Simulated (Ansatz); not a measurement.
Ligand exchange: C2H6Se + C2H10OSi2 → C2H8SeSi + C2H8OSi

Species: C2H6Se `CC[SeH]`, singlet; C2H10OSi2 `CO[SiH](C)[SiH3]`, singlet; C2H8SeSi `CC[Se][SiH3]`, singlet; C2H8OSi `CO[SiH2]C`, singlet. The partners trade H for SiH3: Se–H and Si–SiH3 bonds give way to Se–SiH3 and Si–H.

Shapes, held fixed at every level: PBE0-D4/def2-TZVP. Flexible molecules stand in one conformer, not always the lowest. Programs: Ansatz 0.2.0. Electronic energies: no zero-point or thermal term.

```
               level                    kind  ΔE (kJ/mol)  less CCSD(T)/def2-TZVPP
       HF/def2-TZVPP            Hartree–Fock        -71.6                    -10.3
   PBE-D4/def2-TZVPP                     GGA        -51.9                     +9.4
r2SCAN-D4/def2-TZVPP                meta-GGA        -60.6                     +0.7
  PBE0-D4/def2-TZVPP           global hybrid        -56.3                     +5.0
  wB97M-V/def2-TZVPP  range-separated hybrid        -65.1                     -3.8
  wB97X-V/def2-TZVPP  range-separated hybrid        -59.6                     +1.7
   B2PLYP/def2-TZVPP           double hybrid        -64.4                     -3.1
  CCSD(T)/def2-TZVPP   coupled cluster or CI        -61.3                      0.0
```

The highest level, CCSD(T)/def2-TZVPP, gives ΔE = -61.3 kJ/mol; the levels span -71.6 to -51.9. The column of differences is taken from that level and isn't an error. No measured value is set beside it here. Relativity is left out for Se. Outer-core shells of Se are correlated in most correlated rows, in sets that cover them unevenly.

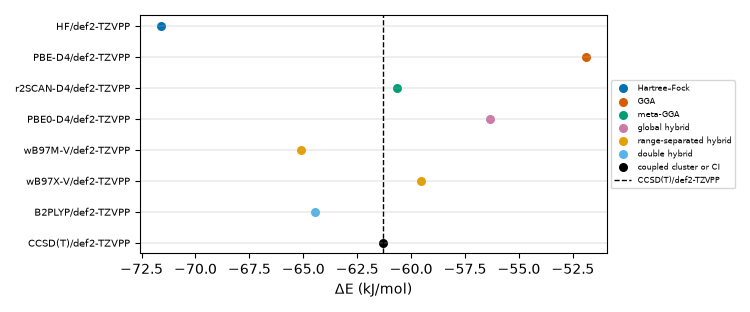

The values of the table, level by level.
